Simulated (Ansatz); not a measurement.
**SnS (SMILES [S][Sn]) at HF/STO-3G**

Aim: the vertical singlet–triplet gap of SnS at HF/STO-3G, from 2 runs. 

Program for the calculation: Ansatz 0.2.0.

37 further runs of the same task are left out: 1 that didn't finish, 36 set aside as unsound or not needed.

### Step 1. The structure to begin with

SnS has 2 atoms, charge 0, and is taken as a singlet. As SMILES, `[S][Sn]`. Geometry: the measured bond length.

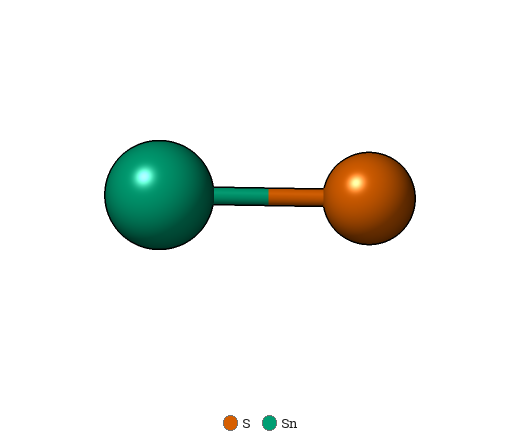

The structure, seen from a chosen angle (sulfur orange, tin teal).

### Step 2. The energy at HF/STO-3G

The input, molecule.yaml:

```yaml
crystal:
  periodic: [false, false, false]
  atoms:
    - symbol: S
      position_ang: [0.000000, 0.000000, 0.000000]
    - symbol: Sn
      position_ang: [0.000000, 0.000000, 2.209026]
basis:
  gaussian:
    orbitals: STO-3G
hamiltonian:
  xc: hf
accuracy: high
output: {orbitals: {seedname: orbitals}}
```

Launch:

```console
$ ansatz run molecule.yaml --threads 1 --pin off --max-ram 3480MiB --events-out events.jsonl --progress --plain --runs-dir runs
```

What it wrote:

```text
Warning: RAYON_NUM_THREADS=1 ignored (pool sized by the plan → 1); use --threads N
Functional definition: HF
  name "HF"
  exchange = exact_x
  correlation = 0
635 factors; integrals over basis functions are off by at most 1.2e-8 eV
mean field evaluation 1: about -172964.7594 eV, gradient 2.2e1 eV
mean field evaluation 2: about -172964.7924 eV, gradient 2.2e1 eV
mean field evaluation 4: about -172967.7953 eV, gradient 1.6e0 eV
mean field evaluation 8: about -172967.8072 eV, gradient 2.4e-2 eV
mean field -172967.80718544 eV, -6356.4496722742 hartree, gradient 3.4e-8 eV, S^2 0.000000; 0 other end points of the search recorded, 0 dependent functions left out
reference -172967.80718544 eV, -6356.4496722742 hartree; 33, 33 occupied and 3, 3 virtual orbitals, 635 factors
Total energy: -172967.80718544 eV, -6356.4496722742 hartree
```

Wall time 0.46 s (1 thread of Arm Neoverse V2, shared host).

### Step 3. The triplet, same level

The input, job.yaml:

```yaml
crystal:
  periodic: [false, false, false]
  atoms:
    - symbol: S
      position_ang: [0.000000, 0.000000, 0.000000]
    - symbol: Sn
      position_ang: [0.000000, 0.000000, 2.209026]
basis:
  gaussian: {orbitals: STO-3G}
accuracy: high
output: {orbitals: {seedname: orbitals}}
magnetization: {spin_polarized: true, initial_magnetization: 2}
hamiltonian: {xc: hf}
```

Launch:

```console
$ ansatz run job.yaml --threads 1 --pin off --max-ram 3480MiB --events-out events.jsonl --progress --plain --runs-dir runs
```

What it wrote, cut to the lines that bear on the results:

```text
Warning: RAYON_NUM_THREADS=1 ignored (pool sized by the plan → 1); use --threads N
[... 2 set-up lines as earlier in the session ...]
[...]
635 factors; integrals over basis functions are off by at most 1.2e-8 eV
[...]
mean field -172966.62672395 eV, -6356.4062911146 hartree, gradient 2.9e-8 eV, S^2 2.005177; 14 other end points of the search recorded, 0 dependent functions left out
reference -172966.62672395 eV, -6356.4062911146 hartree; 34, 32 occupied and 2, 4 virtual orbitals, 635 factors
Total energy: -172966.62672395 eV, -6356.4062911146 hartree
```

It took 3 s on 1 thread of Arm Neoverse V2, shared host; peak memory 0.12 GiB.

### Step 4. Results

At HF/STO-3G:

| quantity | value |
| --- | --- |
| singlet: total energy | -6356.44967 Eh |
| singlet: HOMO energy | -5.38 eV |
| singlet: LUMO energy | 5.07 eV |
| singlet: HOMO–LUMO gap | 10.45 eV |
| triplet: total energy | -6356.40629 Eh |
| triplet: HOMO energy (highest over α and β) | -3.22 eV |
| triplet: LUMO energy (lowest over α and β) | 4.40 eV |
| triplet: ⟨S²⟩ | 2.005 |
| vertical energy of the triplet above the singlet | 1.180 eV |

In words: At this shape the triplet lies 1.18 eV (114 kJ/mol) above the singlet. In a minimal basis such a difference can be off by several eV, whatever the method. Relativity is left out (singlet) although the molecule holds a heavy atom. Relativity is left out (triplet) although the molecule holds a heavy atom.
